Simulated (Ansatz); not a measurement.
Run report: BH$_{2}$ClF, geometry relaxation (part 2 of 2)

BH$_{2}$ClF, multiplicity 2; UKS PBE0-D4/def2-SVP (Ansatz 0.2.0). It belongs to a series of runs on one base structure; here: end point B relaxed.

Geometry of the input (Å):
```
B  -0.0000  0.0001  -0.3758
F  0.0001  -0.0007  2.1466
H  1.0954  0.0001  -0.8834
H  -1.0954  0.0001  -0.8833
Cl -0.0001  0.0004  3.7460
```

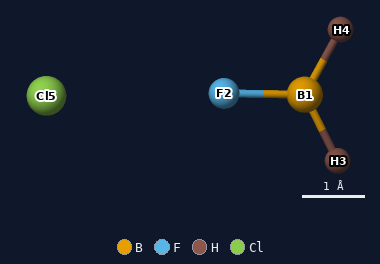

*The geometry at step 14 of the log (ball-and-stick view, seen on its broad side; atoms are numbered from 1 in the order of the input).*

### What the program printed, continued
```
relax step  28: F+E_penalty+E_count = -15933.08409782 eV  Δ(F+E_penalty+E_count) = -2.846e-4 eV  max|allowed force component| = 2.490e-2 eV/Å  Δτ_max = 0.0200 Å  (112 SCF iters, accepted)
584 factors; integrals over basis functions are off by at most 6.6e-4 eV
mean field evaluation 384: about -15931.9894 eV, gradient 1.9e1 eV
mean field evaluation 416: about -15933.0173 eV, gradient 1.0e-1 eV
mean field -15933.05089717 eV, -585.5288206612 hartree, gradient 1.8e-7 eV, S^2 0.752245; 5 other end points of the search recorded, 0 dependent functions left out
the calculation of the forces begins
reference -15933.05091973 eV, -585.5288214904 hartree; 17, 16 occupied and 39, 40 virtual orbitals, 584 factors
Total energy: -15933.08412038 eV, -585.5300415917 hartree
Atom 0 at    -0.014425     0.015387    -0.127387 Å, force    -0.016173    -0.024900     0.015458 eV/Å
Atom 1 at    -0.103076     0.176482     1.179456 Å, force     0.002986     0.012345    -0.008592 eV/Å
Atom 2 at     1.089092    -0.054890    -0.613262 Å, force     0.012118     0.007420     0.007005 eV/Å
Atom 3 at    -1.046517    -0.054986    -0.751328 Å, force    -0.002651     0.007222    -0.007138 eV/Å
Atom 4 at     0.074927    -0.081993     4.062523 Å, force     0.003721    -0.002086    -0.006733 eV/Å
Dipole moment:     0.008155    -0.013250    -0.166773 e Å
```

### Trajectory as extended XYZ (Å, eV, eV/Å), 20 of the 28 frames kept, from step=1 to step=28
```
5
Properties=species:S:1:pos:R:3:forces:R:3 step=1 energy=-15927.96941
B     0.0000    0.0001   -0.3758    0.0000  -0.0004  -0.1519
F     0.0001   -0.0007    2.1466    0.0002  -0.0016  -2.8407
H     1.0954    0.0001   -0.8834   -0.0818   0.0001   0.0525
H    -1.0954    0.0001   -0.8833    0.0818   0.0001   0.0525
Cl   -0.0001    0.0004    3.7460   -0.0002   0.0018   2.8876
5
Properties=species:S:1:pos:R:3:forces:R:3 step=2 energy=-15928.04630
B     0.0000   -0.0002   -0.4053    0.0000   0.0002   0.0012
F     0.0000    0.0004    2.1692    0.0000   0.0003  -1.8508
H     1.0943    0.0000   -0.9080   -0.0212   0.0000   0.0392
H    -1.0943    0.0000   -0.9079    0.0212   0.0000   0.0392
Cl    0.0000   -0.0002    3.8020    0.0001  -0.0005   1.7711
5
Properties=species:S:1:pos:R:3:forces:R:3 step=4 energy=-15928.56399
B     0.0000    0.0007   -0.2717   -0.0009   0.0110   1.2524
F    -0.0007    0.0057    1.8813   -0.0005   0.0070  -4.1455
H     1.0955   -0.0011   -0.7535    0.0983  -0.0025   0.2098
H    -1.0953   -0.0011   -0.7538   -0.0984  -0.0025   0.2093
Cl    0.0006   -0.0043    3.6477    0.0015  -0.0131   2.4740
5
Properties=species:S:1:pos:R:3:forces:R:3 step=5 energy=-15929.91582
B     0.0000    0.0019   -0.2164   -0.0033   0.0062   3.9361
F    -0.0013    0.0105    1.6869    0.0003   0.0084  -6.9598
H     1.0945   -0.0019   -0.6922    0.1418   0.0054   0.3058
H    -1.0943   -0.0019   -0.6926   -0.1421   0.0054   0.3042
Cl    0.0011   -0.0086    3.6644    0.0032  -0.0253   2.4137
5
Properties=species:S:1:pos:R:3:forces:R:3 step=7 energy=-15932.97737
B    -0.0002    0.0029   -0.0558   -0.0038   0.0048   0.9163
F    -0.0015    0.0128    1.2971    0.0035  -0.0001  -1.6749
H     1.0791   -0.0011   -0.6103   -0.1571   0.0010   0.1084
H    -1.0792   -0.0011   -0.6108    0.1563   0.0010   0.1032
Cl    0.0017   -0.0135    3.7299    0.0010  -0.0066   0.5470
5
Properties=species:S:1:pos:R:3:forces:R:3 step=8 energy=-15933.05605
B    -0.0002    0.0020   -0.0724   -0.0024   0.0232  -0.0747
F    -0.0008    0.0164    1.2505    0.0025  -0.0035  -0.2963
H     1.0712   -0.0013   -0.6374   -0.0595  -0.0081   0.0731
H    -1.0715   -0.0013   -0.6373    0.0592  -0.0082   0.0693
Cl    0.0014   -0.0158    3.8466    0.0003  -0.0034   0.2285
5
Properties=species:S:1:pos:R:3:forces:R:3 step=10 energy=-15933.08085
B    -0.0003    0.0058   -0.1126    0.0010  -0.0248  -0.1094
F    -0.0003    0.0270    1.2058    0.0000   0.0096   0.0157
H     1.0700   -0.0056   -0.6756   -0.0191   0.0082   0.0276
H    -1.0707   -0.0057   -0.6754    0.0181   0.0082   0.0270
Cl    0.0013   -0.0215    4.0078    0.0000  -0.0012   0.0390
5
Properties=species:S:1:pos:R:3:forces:R:3 step=11 energy=-15933.08238
B    -0.0003    0.0041   -0.1266    0.0011   0.0151   0.0341
F    -0.0002    0.0346    1.1939   -0.0004  -0.0039  -0.0701
H     1.0707   -0.0070   -0.6872   -0.0151  -0.0052   0.0133
H    -1.0714   -0.0071   -0.6872    0.0144  -0.0052   0.0133
Cl    0.0013   -0.0246    4.0571    0.0000  -0.0008   0.0095
5
Properties=species:S:1:pos:R:3:forces:R:3 step=12 energy=-15933.08258
B    -0.0003    0.0053   -0.1305    0.0001   0.0000  -0.0028
F    -0.0003    0.0392    1.1886   -0.0001   0.0015  -0.0076
H     1.0704   -0.0089   -0.6906   -0.0058  -0.0004   0.0044
H    -1.0711   -0.0089   -0.6906    0.0058  -0.0004   0.0044
Cl    0.0013   -0.0267    4.0730    0.0000  -0.0007   0.0017
5
Properties=species:S:1:pos:R:3:forces:R:3 step=14 energy=-15933.08264
B    -0.0040    0.0050   -0.1316    0.0008   0.0079  -0.0032
F    -0.0263    0.0426    1.1870   -0.0020  -0.0006   0.0031
H     1.0756   -0.0105   -0.6738   -0.0002  -0.0034   0.0013
H    -1.0653   -0.0091   -0.7090    0.0003  -0.0033  -0.0006
Cl    0.0200   -0.0280    4.0775    0.0011  -0.0007  -0.0007
5
Properties=species:S:1:pos:R:3:forces:R:3 step=15 energy=-15933.08265
B    -0.0042    0.0059   -0.1320   -0.0009  -0.0047  -0.0045
F    -0.0281    0.0447    1.1864   -0.0015   0.0034   0.0100
H     1.0759   -0.0115   -0.6728    0.0037   0.0010  -0.0009
H    -1.0648   -0.0101   -0.7104   -0.0024   0.0010  -0.0033
Cl    0.0212   -0.0290    4.0788    0.0012  -0.0007  -0.0013
5
Properties=species:S:1:pos:R:3:forces:R:3 step=17 energy=-15933.08271
B    -0.0050    0.0068   -0.1320   -0.0046  -0.0084  -0.0021
F    -0.0347    0.0553    1.1860   -0.0003   0.0051   0.0135
H     1.0771   -0.0152   -0.6681    0.0086   0.0020  -0.0027
H    -1.0632   -0.0136   -0.7142   -0.0051   0.0021  -0.0070
Cl    0.0259   -0.0332    4.0782    0.0014  -0.0008  -0.0017
5
Properties=species:S:1:pos:R:3:forces:R:3 step=18 energy=-15933.08274
B    -0.0055    0.0072   -0.1319   -0.0056  -0.0094  -0.0016
F    -0.0382    0.0611    1.1858   -0.0001   0.0057   0.0142
H     1.0777   -0.0171   -0.6655    0.0096   0.0023  -0.0029
H    -1.0624   -0.0156   -0.7163   -0.0055   0.0023  -0.0079
Cl    0.0284   -0.0356    4.0779    0.0016  -0.0009  -0.0019
5
Properties=species:S:1:pos:R:3:forces:R:3 step=19 energy=-15933.08278
B    -0.0060    0.0077   -0.1318   -0.0065  -0.0106  -0.0012
F    -0.0421    0.0676    1.1855    0.0001   0.0064   0.0149
H     1.0784   -0.0193   -0.6627    0.0106   0.0026  -0.0030
H    -1.0615   -0.0178   -0.7186   -0.0059   0.0026  -0.0086
Cl    0.0312   -0.0382    4.0776    0.0017  -0.0010  -0.0021
5
Properties=species:S:1:pos:R:3:forces:R:3 step=21 energy=-15933.08290
B    -0.0073    0.0088   -0.1315   -0.0082  -0.0136  -0.0002
F    -0.0512    0.0831    1.1848    0.0003   0.0080   0.0157
H     1.0801   -0.0245   -0.6559    0.0123   0.0034  -0.0029
H    -1.0593   -0.0230   -0.7240   -0.0065   0.0034  -0.0099
Cl    0.0377   -0.0445    4.0766    0.0021  -0.0012  -0.0027
5
Properties=species:S:1:pos:R:3:forces:R:3 step=22 energy=-15933.08299
B    -0.0080    0.0095   -0.1313   -0.0092  -0.0153   0.0007
F    -0.0566    0.0924    1.1843    0.0005   0.0089   0.0156
H     1.0811   -0.0276   -0.6518    0.0132   0.0038  -0.0026
H    -1.0580   -0.0261   -0.7271   -0.0067   0.0038  -0.0105
Cl    0.0416   -0.0482    4.0759    0.0022  -0.0013  -0.0032
5
Properties=species:S:1:pos:R:3:forces:R:3 step=24 energy=-15933.08322
B    -0.0097    0.0111   -0.1307   -0.0114  -0.0190   0.0035
F    -0.0693    0.1146    1.1831    0.0010   0.0108   0.0130
H     1.0833   -0.0349   -0.6419    0.0145   0.0049  -0.0013
H    -1.0550   -0.0337   -0.7343   -0.0067   0.0049  -0.0111
Cl    0.0507   -0.0571    4.0737    0.0027  -0.0016  -0.0042
5
Properties=species:S:1:pos:R:3:forces:R:3 step=25 energy=-15933.08338
B    -0.0108    0.0120   -0.1302   -0.0126  -0.0209   0.0057
F    -0.0767    0.1278    1.1824    0.0013   0.0116   0.0100
H     1.0846   -0.0392   -0.6360    0.0147   0.0055  -0.0001
H    -1.0532   -0.0382   -0.7382   -0.0063   0.0054  -0.0109
Cl    0.0560   -0.0624    4.0720    0.0029  -0.0017  -0.0048
5
Properties=species:S:1:pos:R:3:forces:R:3 step=27 energy=-15933.08381
B    -0.0131    0.0142   -0.1286   -0.0149  -0.0238   0.0118
F    -0.0935    0.1590    1.1805    0.0021   0.0125  -0.0006
H     1.0875   -0.0493   -0.6218    0.0137   0.0067   0.0039
H    -1.0490   -0.0489   -0.7468   -0.0044   0.0066  -0.0089
Cl    0.0680   -0.0750    4.0667    0.0034  -0.0019  -0.0061
5
Properties=species:S:1:pos:R:3:forces:R:3 step=28 energy=-15933.08410
B    -0.0144    0.0154   -0.1274   -0.0162  -0.0249   0.0155
F    -0.1031    0.1765    1.1795    0.0030   0.0123  -0.0086
H     1.0891   -0.0549   -0.6133    0.0121   0.0074   0.0070
H    -1.0465   -0.0550   -0.7513   -0.0027   0.0072  -0.0071
Cl    0.0749   -0.0820    4.0625    0.0037  -0.0021  -0.0067
```

### Results in brief

| quantity | value |
| --- | --- |
| outcome | converged |
| total energy | −15933.0841 eV |
| mean-field energy | −15933.0509 eV |
| ⟨S²⟩ | 0.752 |
| largest force (length of the vector) at the end | 0.033 eV/Å |
| hardware | 1 thread of Arm Neoverse V2, 24 GiB of memory available, shared host |
| wall time | 1.7 min |
| peak memory | 0.13 GiB |
